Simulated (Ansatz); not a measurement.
**Cu3Pt: response to strain**

Cu3Pt is deformed so: zz strain of +1 %. What stress and forces result, by LAPW, PAW and all-electron datasets made for the crystal?

Computed with Ansatz 0.2.0 (DFT LDA, scalar-relativistic, unless a step's input says otherwise).

### 1 The system as given

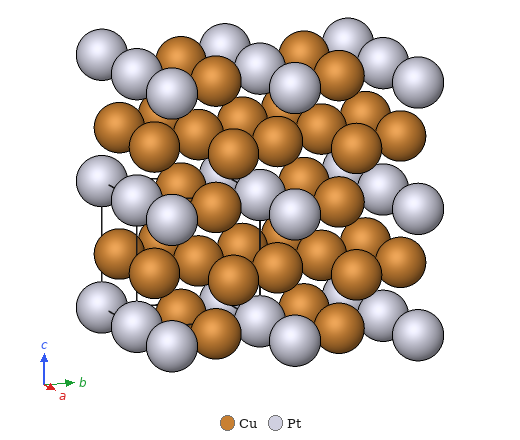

Start, viewed slightly off an axis; copper orange, platinum light grey. 2×2×2 cells are drawn. Atoms on the faces are drawn again on the opposite ones.

Structure file:

```
Cu Pt
1.0
     3.71000    0.00000    0.00000
     0.00000    3.71000    0.00000
     0.00000    0.00000    3.71000
Cu Pt
3 1
Direct
  0.00000 0.50000 0.50000
  0.50000 0.00000 0.50000
  0.50000 0.50000 0.00000
  0.00000 0.00000 0.00000
```

Atoms are numbered in the order of the input: Cu1, Cu2, Cu3, Pt4.

### 2 The deformed structure

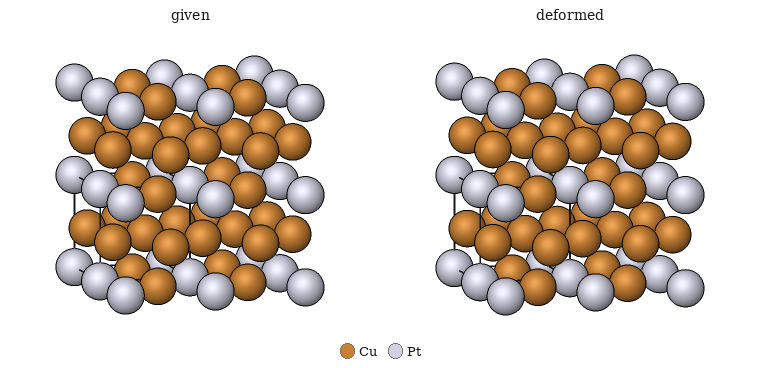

Given and deformed, at one scale.

Space group Pm-3m before, P4/mmm after.

### 3 All-electron LAPW

input.yaml

```yaml
crystal:
  lattice:
    - [3.71, 0.0, 0.0]
    - [0.0, 3.71, 0.0]
    - [0.0, 0.0, 3.7471]
  atoms:
    - { symbol: Cu, position: [0.0, 0.5, 0.5] }
    - { symbol: Cu, position: [0.5, 0.0, 0.5] }
    - { symbol: Cu, position: [0.5, 0.5, 0.0] }
    - { symbol: Pt, position: [0.0, 0.0, 0.0] }
kpoints:
  mp_grid: { grid: [9, 9, 9] }
  band_path:
    path:
      - [0.0, 0.0, 0.0]
      - [0.0, 0.5, 0.0]
      - [0.5, 0.5, 0.0]
      - [0.0, 0.0, 0.0]
      - [0.0, 0.0, 0.5]
      - [0.0, 0.5, 0.5]
      - [0.5, 0.5, 0.5]
      - [0.0, 0.0, 0.5]
      - [0.0, 0.5, 0.0]
    npoints: 5
scf:
  occupations: { method: fermi_dirac, width: 0.05 }
hamiltonian:
  xc: lda
  pseudopotentials: { kind: all_electron, lapw: { basis_error: 0.001 } }
output:
  forces: true
  stress: true
  eigenvalues: true
```

Launch:

```sh
> ansatz run input.yaml --threads 1 --pin off --max-ram 4096MiB --backend cpu --events-out ev --progress --plain --runs-dir out
```

The log of the run (excerpt; [...] marks lines left out):

```text
LAPW: plane waves up to 8.760 Å⁻¹, error target 1.0e-3 eV per atom; small_component_spin mean_spin; Cu in spheres of 1.283 Å, 19 of its electrons in bands, Dirac shells []; Pt in spheres of 1.341 Å, 42 of its electrons in bands, Dirac shells []
[...]
Pseudopotentials: kind: all_electron
Pseudopotential: Cu, LAPW, valence charge 19, Koelling and Harmon's equation, gaussian nucleus
Pseudopotential: Pt, LAPW, valence charge 42, Koelling and Harmon's equation, gaussian nucleus
Functional definition: SPW92
[...]
Crystal: 4 atoms, lattice volume = 51.575 Å³
Basis set: ecut = 292.3590816660118 eV, 595 PW (Γ), exchange–correlation at level 2
Bands: 60, of which v1, the nominal top of the filled ones, is band 50 counted from 1 (49 counted from 0)
Symmetry: 16 space group operations
Space group: P4/mmm (ITA 123), of the structure as read, at distance tolerance 3.7e-5 Å
k-points: 75 of 729
[...]
SCF iter   1: F=—  HF=-635577.941709 eV  |F-HF|=—  |Δ(HF+E_count)|=         —  Δρ=4.94e-2  dr2=1.10e0  ethr=1.11e-3  ⟨swp⟩=2.0  Hψ=29629  notcnv=0
[...]
SCF iter  14: F=-635574.616021 eV  HF=-635574.616021 eV  |F-HF|=1.20e-8  |Δ(HF+E_count)|=   1.75e-8  Δρ=3.99e-6  dr2=6.98e-9  ethr=3.91e-11  ⟨swp⟩=2.0  Hψ=12945  notcnv=0
[...]
NSCF: frozen V_eff on 41 k-points
SCF converged after 14 iterations
Free energy (F): -635574.616021 eV
[...]
E sigma→0 (E₀):  -635574.608649 eV
Entropy (-TS):   -0.014744 eV (-3.686 meV/atom)
Fermi energy:    18.991546 eV
[...]
--- Forces (eV/Å), atoms counted from 1 ---
  atom   1  Cu     0.00000000     0.00000000     0.00000000
  atom   2  Cu     0.00000000    -0.00000000    -0.00000000
  atom   3  Cu    -0.00000000    -0.00000000    -0.00000000
  atom   4  Pt    -0.00000000     0.00000000     0.00000000
[...]
--- Stress (GPa, compression-positive) ---
      -13.386613      -0.000000      -0.000000
       -0.000000     -13.386613      -0.000000
       -0.000000      -0.000000     -13.994007
  P = ⅓ Tr σ = -13.5891 GPa (-135.891 kbar)
--- Band table (eV; the first three rows and the last of 75) ---
[...]
```

Run time: 2.3 min. Hardware: 1 thread of Arm Neoverse V2, shared host; peak memory 0.81 GiB.

This run gives: pressure -13.59 GPa; no gap.

### 4 PAW on the default files

input.yaml

```yaml
crystal:
  lattice:
    - [3.71, 0.0, 0.0]
    - [0.0, 3.71, 0.0]
    - [0.0, 0.0, 3.7471]
  atoms:
    - { symbol: Cu, position: [0.0, 0.5, 0.5] }
    - { symbol: Cu, position: [0.5, 0.0, 0.5] }
    - { symbol: Cu, position: [0.5, 0.5, 0.0] }
    - { symbol: Pt, position: [0.0, 0.0, 0.0] }
kpoints:
  mp_grid: { grid: [9, 9, 9] }
scf:
  occupations: { method: fermi_dirac, width: 0.05 }
hamiltonian:
  xc: lda
  pseudopotentials: { kind: paw }
output:
  forces: true
  stress: true
  eigenvalues: true
  efg: { contact_densities: true }
```

Launch:

```sh
> ansatz run input.yaml --threads 1 --pin off --max-ram 4096MiB --backend cpu --events-out ev --progress --plain --runs-dir out
```

The log of the run (excerpt; [...] marks lines left out):

```text
Pt: output.efg is read without spin–orbit coupling, which moves field gradients at and beside such atoms by some per cent and up to a factor of two; PAW files take it under magnetization.noncollinear and magnetization.spin_orbit
[...]
Pseudopotentials: kind: paw
Pseudopotential: Cu, paw, valence charge 19, recommended cutoff 420 eV (normal)
Pseudopotential: Pt, paw, valence charge 18, recommended cutoff 420 eV (normal)
[... 1 set-up line as earlier in the session ...]
[...]
Crystal: 4 atoms, lattice volume = 51.575 Å³
Basis set: ecut = 420 eV, 1021 PW (Γ)
Bands: 45, of which v1, the nominal top of the filled ones, is band 38 counted from 1 (37 counted from 0)
[... 2 set-up lines as earlier in the session ...]
k-points: 75 of 729
[...]
--- Stress (GPa, compression-positive) ---
      -13.368985      -0.000000      -0.000000
       -0.000000     -13.368985      -0.000000
       -0.000000      -0.000000     -13.977165
  P = ⅓ Tr σ = -13.5717 GPa (-135.717 kbar)
--- PAW observables at the nuclei: V_zz in 10²¹ V/m², potentials from the cell's mean, atoms counted from 1 ---
  atom   1  Cu V_zz =    +2.477693   η = 0.0232   by run symmetry: allowed
            electrostatic potential = -3764.497987 V   contact ρ = 146776.820231 e/Å³
  atom   2  Cu V_zz =    +2.477693   η = 0.0232   by run symmetry: allowed
            electrostatic potential = -3764.497987 V   contact ρ = 146776.820231 e/Å³
  atom   3  Cu V_zz =    +2.520846   η = 0.0000   by run symmetry: allowed
            electrostatic potential = -3764.511187 V   contact ρ = 146777.079403 e/Å³
  atom   4  Pt V_zz =    +0.042640   η = 0.0000   by run symmetry: allowed
            electrostatic potential = -16120.278298 V   contact ρ = 12038594.827520 e/Å³
--- Band table (eV; the first three rows and the last of 75) ---
[...]
```

Wall time 12 s (1 thread of Arm Neoverse V2, shared host); peak memory 0.47 GiB.

Read from it: pressure -13.57 GPa; no gap; Vzz Cu1 2.48 (η = 0.02), Cu3 2.52 (η = 0.00), Pt4 0.04 (η = 0.00) (10²¹ V/m²).

### 5 All-electron PAW on datasets made for the crystal

input.yaml: that of step 4 with these lines changed.

```diff
@@ -16,3 +16,3 @@
   xc: lda
-  pseudopotentials: { kind: paw }
+  pseudopotentials: { kind: all_electron, datasets: crystal }
 output:
```

Launch:

```sh
> ansatz run input.yaml --threads 1 --pin off --max-ram 4096MiB --backend cpu --events-out ev --progress --plain --runs-dir out
```

The log of the run (excerpt; [...] marks lines left out):

```text
[...]
Pt: output.efg is read without spin–orbit coupling, which moves field gradients at and beside such atoms by some per cent and up to a factor of two; PAW files take it under magnetization.noncollinear and magnetization.spin_orbit
[...]
[... 1 set-up line as earlier in the session ...]
Pseudopotential: Cu, paw, valence charge 19, recommended cutoff 300 eV (normal), Koelling and Harmon's equation, gaussian nucleus
Pseudopotential: Pt, paw, valence charge 18, recommended cutoff 300 eV (normal), Koelling and Harmon's equation, gaussian nucleus
[... 1 set-up line as earlier in the session ...]
[...]
Crystal: 4 atoms, lattice volume = 51.575 Å³
Basis set: ecut = 300 eV, 619 PW (Γ)
Bands: 26, of which v1, the nominal top of the filled ones, is band 22 counted from 1 (21 counted from 0)
[... 2 set-up lines as earlier in the session ...]
[...]
       -0.000000     -13.389285      -0.000000
       -0.000000      -0.000000     -13.996323
  P = ⅓ Tr σ = -13.5916 GPa (-135.916 kbar)
  It holds what live shells' own plane waves past their cutoff add
--- PAW observables at the nuclei: V_zz in 10²¹ V/m², potentials from the cell's mean, atoms counted from 1 ---
  atom   1  Cu V_zz =    +2.481843   η = 0.0289   by run symmetry: allowed
            electrostatic potential = -3761.455363 V   contact ρ = 146846.046622 e/Å³
  atom   2  Cu V_zz =    +2.481843   η = 0.0289   by run symmetry: allowed
            electrostatic potential = -3761.455363 V   contact ρ = 146846.046622 e/Å³
  atom   3  Cu V_zz =    +2.519665   η = 0.0000   by run symmetry: allowed
            electrostatic potential = -3761.469182 V   contact ρ = 146846.305064 e/Å³
  atom   4  Pt V_zz =    +0.034494   η = 0.0000   by run symmetry: allowed
            electrostatic potential = -16113.861418 V   contact ρ = 12031233.931895 e/Å³
--- Band table (eV; the first three rows and the last of 75) ---
[... band rows left out ...]
[...]
```

It took 34 s on 1 thread of Arm Neoverse V2, shared host; peak memory 0.88 GiB.

This run gives: pressure -13.59 GPa; no gap; Vzz Cu1 2.48 (η = 0.03), Cu3 2.52 (η = 0.00), Pt4 0.03 (η = 0.00) (10²¹ V/m²).

### 6 Side by side

Stress (GPa, compression positive):

```tsv
method	xx	yy	zz	yz	xz	xy
LAPW	-13.39	-13.39	-13.99	0.00	0.00	0.00
PAW	-13.37	-13.37	-13.98	0.00	0.00	0.00
crystal datasets	-13.39	-13.39	-14.00	0.00	0.00	0.00
```

| method | pressure (GPa) | Vzz Cu1 (10²¹ V/m²) | Vzz Cu3 (10²¹ V/m²) | Vzz Pt4 (10²¹ V/m²) | SCF cycles, by the record's count |
| --- | --- | --- | --- | --- | --- |
| LAPW | -13.59 | – | – | – | 14 |
| PAW | -13.57 | 2.48 | 2.52 | 0.04 | 8 |
| crystal datasets | -13.59 | 2.48 | 2.52 | 0.03 | 13 |

### 7 What came out

| quantity | value |
| --- | --- |
| pressure | LAPW -13.59, PAW -13.57, crystal datasets -13.59 GPa |
| largest shear or deviatoric stress (LAPW) | 0.40 GPa |

What this shows: The largest part of the stress beyond the pressure is 0.40 GPa in size, in the zz component; the atoms are carried along and not relaxed. No run of the undeformed cell stands beside it, so pressure and stress hold what the given cell had before the change, as far as its symmetry allows. PAW: stress within 0.02 GPa of LAPW. Crystal datasets: stress within 0.01 GPa of LAPW. Spin-orbit coupling is left out, though the cell holds Pt; in elements this heavy it can shift bands and gaps by tenths of an eV.
